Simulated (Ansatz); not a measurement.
# wB97M-V/def2-SVP (core potential) run of SnGeH6 (SMILES [GeH3][SnH3])

What is the electronic atomisation energy of SnGeH6 at wB97M-V/def2-SVP (core potential)? 

The calculation is run with Ansatz 0.2.0.

41 further runs of the same task are left out: 41 set aside as unsound or not needed.

**1. The structure to begin with**

SnGeH6: 8 atoms, total charge 0, spin state singlet. SMILES: `[GeH3][SnH3]`. The shape is that of a PBE0-D4/def2-TZVP optimisation.

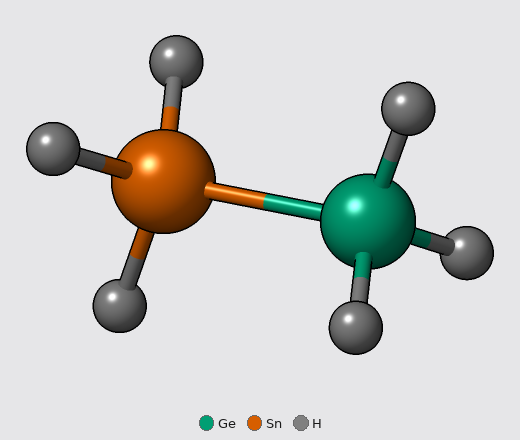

The structure, seen from a chosen angle (germanium teal, tin orange, hydrogen grey).

**2. A single-point energy at wB97M-V/def2-SVP (core potential)**

Contents of job.yaml:

```yaml
crystal:
  periodic: [false, false, false]
  atoms:
    - symbol: Ge
      position_ang: [-0.754100, 0.285800, -1.041300]
    - symbol: Sn
      position_ang: [0.751500, -0.290300, 0.992300]
    - symbol: H
      position_ang: [-1.830800, 1.307300, -0.639500]
    - symbol: H
      position_ang: [-1.453400, -0.978600, -1.567000]
    - symbol: H
      position_ang: [0.087500, 0.886500, -2.179300]
    - symbol: H
      position_ang: [-0.187600, -0.932800, 2.265200]
    - symbol: H
      position_ang: [1.931000, -1.444200, 0.553800]
    - symbol: H
      position_ang: [1.547900, 1.109100, 1.560100]
basis:
  gaussian:
    orbitals: def2-SVP
hamiltonian:
  xc: {name: wB97M-V}
accuracy: high
output:
  orbitals: {seedname: orbitals}
```

Started as:

```sh
$ ansatz run job.yaml --threads 1 --pin off --max-ram 3480MiB --events-out events.jsonl --progress --plain --runs-dir runs
```

What it wrote:

```text
Warning: RAYON_NUM_THREADS=1 ignored (pool sized by the plan → 1); use --threads N
Functional definition: wB97M-V
  name "wB97M-V"
  parameter omega = 0.3/bohr
  parameter cx = 0.15
  parameter cx01 = 1.007
  parameter cx10 = 0.259
  parameter css00 = 0.443
  parameter css04 = -1.437
  parameter css10 = -4.535
  parameter css20 = -3.390
  parameter css43 = 4.278
  parameter cos00 = 1.000
  parameter cos10 = 1.358
  parameter cos20 = 2.924
  parameter cos21 = -8.812
  parameter cos60 = -1.390
  parameter cos61 = 9.142
  parameter b = 6.0
  parameter c = 0.01
  gx(w, u) = 1 - cx + cx01*u + cx10*w
  gss(w, u) = css00 + css04*u^4 + css10*w + css20*w^2 + css43*w^4*u^3
  gos(w, u) = cos00 + cos10*w + (cos20 + cos21*u)*w^2 + (cos60 + cos61*u)*w^6
  exchange = spin_sum(e_x_unif_sr(omega)*gx(b97_w, b97_u_x)) + cx*exact_x_sr(omega) + exact_x_lr(omega)
  correlation = spin_sum(e_c_pw_mod_same_spin*gss(b97_w, b97_u_same))
      + integral(e_c_pw_mod_opposite_spin*gos(b97_w_opposite, b97_u_opposite)) + vv10(b, c)
2024 factors; integrals over basis functions are off by at most 1.1e-8 eV
394 factors; integrals over basis functions are off by at most 1.7e-9 eV
mean field evaluation 1: about -62433.9828 eV, gradient 1.4e1 eV
mean field evaluation 2: about -62434.2394 eV, gradient 1.1e1 eV
mean field evaluation 4: about -62434.3508 eV, gradient 4.5e-1 eV
mean field evaluation 8: about -62434.3922 eV, gradient 7.5e-3 eV
mean field evaluation 16: about -62434.3922 eV, gradient 3.9e-7 eV
mean field -62434.39216168 eV, -2294.4215923909 hartree, gradient 6.7e-8 eV, S^2 0.000000; 0 other end points of the search recorded, 0 dependent functions left out
reference -62434.39216694 eV, -2294.4215925842 hartree; 30, 30 occupied and 58, 58 virtual orbitals, 2024 factors
Total energy: -62434.39216694 eV, -2294.4215925842 hartree
```

Wall time 62 s (1 thread of Arm Neoverse V2, shared host); peak memory 0.63 GiB.

**3. The Ge atom at the same level**

Contents of job.yaml:

```yaml
crystal:
  periodic: [false, false, false]
  atoms:
    - {symbol: Ge, position_ang: [0.000000, 0.000000, 0.000000]}
basis:
  gaussian:
    orbitals: def2-SVP
total_charge: 0
magnetization:
  spin_polarized: true
  initial_magnetization: 2
hamiltonian:
  xc: {name: wB97M-V}
accuracy: high
```

Run the same way, it converges to -2076.54718 Eh (log not shown).

**4. The H atom**

Contents of run.yaml:

```yaml
crystal:
  periodic: [false, false, false]
  atoms:
    - symbol: H
      position_ang: [0.000000, 0.000000, 0.000000]
basis:
  gaussian:
    orbitals: def2-SVP
hamiltonian:
  xc: {name: wB97M-V}
accuracy: high
magnetization:
  spin_polarized: true
  initial_magnetization: 1
```

Run the same way, it converges to -0.49171 Eh (log not shown).

**5. The Sn atom, same level**

Contents of molecule.yaml:

```yaml
basis:
  gaussian:
    orbitals: def2-SVP
crystal:
  periodic: [false, false, false]
  atoms:
    - symbol: Sn
      position_ang: [0.000000, 0.000000, 0.000000]
magnetization:
  spin_polarized: true
  initial_magnetization: 2
hamiltonian:
  xc: {name: wB97M-V}
accuracy: high
```

Run the same way, it converges to -214.20122 Eh (log not shown).

**6. What came out**

Level: wB97M-V/def2-SVP (core potential).

| quantity | value |
| --- | --- |
| molecule: total energy | -2294.42159 Eh |
| molecule: HOMO energy | -9.87 eV |
| molecule: LUMO energy | 1.91 eV |
| molecule: HOMO–LUMO gap | 11.78 eV |
| Ge atom: total energy | -2076.54718 Eh |
| Ge atom: ⟨S²⟩ | 2.002 |
| H atom: total energy | -0.49171 Eh |
| H atom: ⟨S²⟩ | 0.750 |
| Sn atom: total energy | -214.20122 Eh |
| Sn atom: ⟨S²⟩ | 2.003 |
| electronic atomisation energy | 19.672 eV |

In words: Taking the molecule apart into free atoms costs 19.67 eV (1898 kJ/mol), before zero-point energy and without spin-orbit coupling.
